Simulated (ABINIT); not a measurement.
# Beyond one shot: La2O3 (P-3m1), part 3 of 3

Wanted: G0W0 and self-consistent gaps of La2O3 (P-3m1), with the cost of the cycles.

ABINIT 10.8.3; PBE and many-body steps on it, plane waves. Known limits of the many-body steps: not at the basis limit; no spin-orbit coupling; coarse k mesh.

So far. Step 10 (evGW, cycle 1): Against G0W0 in ABINIT (3×3×2 mesh, 119 bands, screening to 130.6 eV, Godby-Needs plasmon pole), the gap moves by +0.427 eV. Step 13 (evGW, cycle 2): Against the cycle before, the gap moves by +0.017 eV.

### 15. Screening, 3×3×2 mesh, 119 bands, screening to 130.6 eV

This step: RPA screening on PBE from quasiparticle energies, plane waves, norm-conserving pseudopotentials.

The input, run.abi:

```
acell 3*1.0 Angstrom
rprim 
  3.930777878010 -0.000000000002 0.000000000000
  -1.965388939003 3.404153498992 0.000000000000
  0.000000000000 0.000000000000 6.111953520000
ntypat 2
znucl 57 8
natom 5
typat 1 1 2 2 2
xred 
  0.666666666667 0.333333333333 0.753764320000
  0.333333333333 0.666666666667 0.246235680000
  0.666666666667 0.333333333333 0.354109350000
  0.333333333333 0.666666666667 0.645890650000
  -0.000000000000 -0.000000000000 0.000000000000
pp_dirpath "pseudos"
pseudos "La.upf, O.upf"
ecut 50
ngkpt 3 3 2
nshiftk 1
shiftk 0 0 0
kptopt 1
chksymbreak 0
istwfk *1
occopt 1
irdwfk 1
optdriver 3
nband 119
ecuteps 4.8
inclvkb 2
awtr 1
symchi 1
irdqps 1
gwcalctyp 10
nqptdm 5
qptdm 
  0.3333333333 0.0000000000 0.0000000000
  0.3333333333 0.3333333333 0.0000000000
  0.0000000000 0.0000000000 0.5000000000
  0.3333333333 0.0000000000 0.5000000000
  0.3333333333 0.3333333333 0.5000000000
indata_prefix "in"
outdata_prefix "out"
tmpdata_prefix "tmp"
```

The input, mrgscr.stdin:

```
2
merged
q0_SCR
out_SCR
1
```

On the command line:

```console
OMP_NUM_THREADS=1 mpirun -n 4 abinit run.abi > log; mrgscr < mrgscr.stdin
```

Numbers of over 12 decimals in the logs are rounded to 6 here.

What it wrote:

```text
.Version 10.8.3 of ABINIT. v10.8.2 released Aug 2026.

 Symmetries : space group P-3 m 1 (#164); Bravais hP (primitive hexag.)
[... echo of the input left out ...]
== DATASET  1 ==================================================================
-   mpi_nproc: 4, omp_nthreads: 1 (-1 if OMP is not activated)

--- !DatasetInfo
iteration_state: {dtset: 1, }
dimensions: {natom: 5, nkpt: 6, mband: 119, nsppol: 1, nspinor: 1, nspden: 1, mpw: 9367, }
cutoff_energies: {ecut:  50.0, pawecutdg:  -1.0, }
[...]
q-point number  1        q = ( 0.333333, 0.000000, 0.000000) [r.l.u.]
--------------------------------------------------------------------------------
[... chi0 elements left out ...]
  Average fulfillment of the sum rule on Im[epsilon] for q-point    2 :     72.86  [%]

--------------------------------------------------------------------------------
  q-point number  2        q = ( 0.333333, 0.333333, 0.000000) [r.l.u.]
--------------------------------------------------------------------------------
[... chi0 elements left out ...]
  Average fulfillment of the sum rule on Im[epsilon] for q-point    3 :     69.23  [%]

 [... 3 further q-points ...]
```

It took 22 s on 4 MPI ranks of Arm Neoverse V1, shared host; peak memory 1 GiB.

Numbers from this step:

```yaml
plasma_frequency: 25.97 eV
plane_waves_in_the_screening_matrix: 287
```

This screening reads the quasiparticle levels of the cycle before.

### 16. evGW, cycle 3

This step: evGW on PBE, plane waves, norm-conserving pseudopotentials.

Edit run.abi of step 15 so:

```diff
@@ -26,12 +26,10 @@
 irdwfk 1
-optdriver 3
+optdriver 4
 nband 119
-ecuteps 4.8
-inclvkb 2
-awtr 1
-symchi 1
-irdqps 1
 gwcalctyp 10
-nqptdm 5
-qptdm 
+ecutsigx 50
+symsigma 1
+nkptgw 6
+kptgw 
+  0.0000000000 0.0000000000 0.0000000000
   0.3333333333 0.0000000000 0.0000000000
@@ -41,2 +39,13 @@
   0.3333333333 0.3333333333 0.5000000000
+bdgw 
+  12 24
+  12 24
+  12 24
+  12 24
+  12 24
+  12 24
+ecuteps 4.8
+irdscr 1
+ppmodel 1
+irdqps 1
 indata_prefix "in"
```

On the command line:

```console
OMP_NUM_THREADS=1 mpirun -n 4 abinit run.abi > log
```

What it wrote:

```text
.Version 10.8.3 of ABINIT. v10.8.2 released Aug 2026.

 Symmetries : space group P-3 m 1 (#164); Bravais hP (primitive hexag.)
[... echo of the input left out ...]
== DATASET  1 ==================================================================
-   mpi_nproc: 4, omp_nthreads: 1 (-1 if OMP is not activated)

--- !DatasetInfo
iteration_state: {dtset: 1, }
dimensions: {natom: 5, nkpt: 6, mband: 119, nsppol: 1, nspinor: 1, nspden: 1, mpw: 9367, }
cutoff_energies: {ecut:  50.0, pawecutdg:  -1.0, }
[...]
.  kptgw no:  4; Maximum DeltaE = (  -0.005  -0.002) for band index: 12
.  kptgw no:  5; Maximum DeltaE = (  -0.005  -0.008) for band index: 10
.  kptgw no:  6; Maximum DeltaE = (  -0.000  -0.000) for band index: 11

== END DATASET(S) ==============================================================
================================================================================

 -outvars: echo values of variables after computation  --------
           etotal      0.0000000000E+00
            nband         119
             nkpt           6
          spgroup         164
 [... the other variables as echoed above ...]

 Calculation completed.
```

It took 97 s on 4 MPI ranks; peak memory 1.7 GiB.

This step gave:

| Quantity | Value |
| --- | --- |
| quasiparticle gap on the mesh | 5.537 eV |
| gap of the density functional on the mesh | 3.940 eV |
| k of the valence top | 0.3333, 0, 0.5 |
| k of the conduction bottom | 0.3333, 0.3333, 0 |
| least direct quasiparticle gap on the computed points | 5.593 eV |

Against the cycle before, the gap moves by +0.003 eV.

### 17. The runs together

Times are wall times on 4 MPI ranks of Arm Neoverse V1, shared host, good to a factor of about two. A run's time includes the screening step that it read.

```tsv
run	mesh	bands	screening cutoff (eV)	DFT gap (eV)	gap on the mesh (eV)	direct (eV)	ε∞ used	time
G0W0	3×3×2	119	130.6	3.940	5.090	5.135	4.56	70 s
evGW0, cycle 1	3×3×2	119	130.6	3.940	5.326	5.374	4.56	2.4 min
evGW0, cycle 2	3×3×2	119	130.6	3.940	5.245	5.296	4.56	2.4 min
evGW0, cycle 3	3×3×2	119	130.6	3.940	5.241	5.290	4.56	2.4 min
evGW, cycle 1	3×3×2	119	130.6	3.940	5.517	5.573	3.82	2.5 min
evGW, cycle 2	3×3×2	119	130.6	3.940	5.534	5.591	3.75	2.4 min
evGW, cycle 3	3×3×2	119	130.6	3.940	5.537	5.593	3.75	2.5 min
```

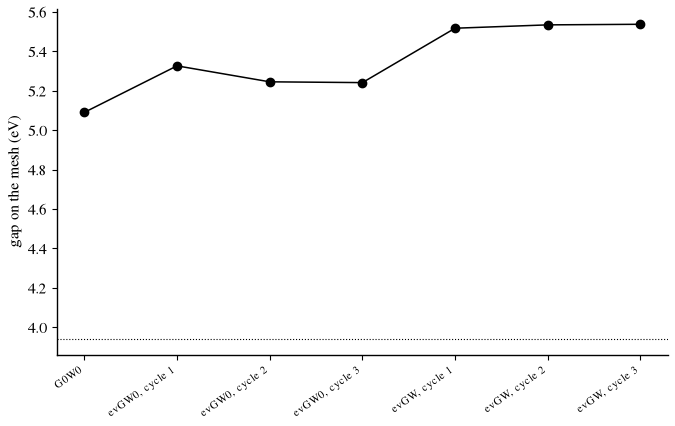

The gap through the cycles; the dotted line is the starting gap.

### 18. Summary of results

```json
{
  "G0W0": "5.090 eV",
  "evGW0, cycle 1": "5.326 eV",
  "evGW0, cycle 2": "5.245 eV",
  "evGW0, cycle 3": "5.241 eV",
  "evGW, cycle 1": "5.517 eV",
  "evGW, cycle 2": "5.534 eV",
  "evGW, cycle 3": "5.537 eV",
  "known limits": "not at the basis limit; no spin-orbit coupling; coarse k mesh"
}
```

Only the bands that the input lists are updated; the others, empty or deep, keep the functional's energies or take a rigid shift. The evGW loop starts from the last levels of evGW0, so its cycles and time come on top of those. evGW0 ends at 5.24 eV, +0.15 eV from G0W0, after 3 cycles that took 4.8 min beside the first screening; the last moved the gap by 0.004 eV. evGW ends at 5.54 eV, +0.45 eV from G0W0, after 3 cycles that took 7.4 min beside the first screening; the last moved the gap by 0.003 eV. The first cycle of evGW0 takes the full correction, without the factor Z, so it overshoots the one-shot value. Bands and cutoff are finite, so the gap is not at the basis limit. The miss can reach some tenths of an eV and take either sign; the mesh is an error of its own. A denser mesh or path gives a starting gap of 3.85 eV: the GW mesh misses a band edge, so its gaps are not the fundamental one. The 3×3×2 mesh is coarse for this cell, which bears on the long-range parts of exchange and screening. In the updated screening the q = 0 part is built from Kohn-Sham bands under a rigid shift, the other q from the quasiparticle levels. The many-body steps are scalar-relativistic: spin-orbit coupling is not in them.

[Paths, hosts, dates, memory and timing lines, banners, echoed tables and standing remarks are left out of the program output.]

[Logs are printed without paths, hosts, clocks, repeated set-up lines and the standing remarks that a program may print on its own settings, such as how far it seeks lower states.]

[Runs of the session that timed out or met a known fault of the program may be left out.]

[Hosts, paths, dates, database ids (printed as entryN), source tags and the programs' standing remarks are cut or masked in the printed files.]

[G0W0 gaps are taken among the corrected bands and points alone; a level outside them can change the order at an edge.]

[Where Ansatz stands beside ABINIT at settings called matched, ABINIT's density can come from a denser mesh and the files from another edition; pairs whose starting gaps differed by over 0.03 eV were left out, so agreement reads better than it is.]
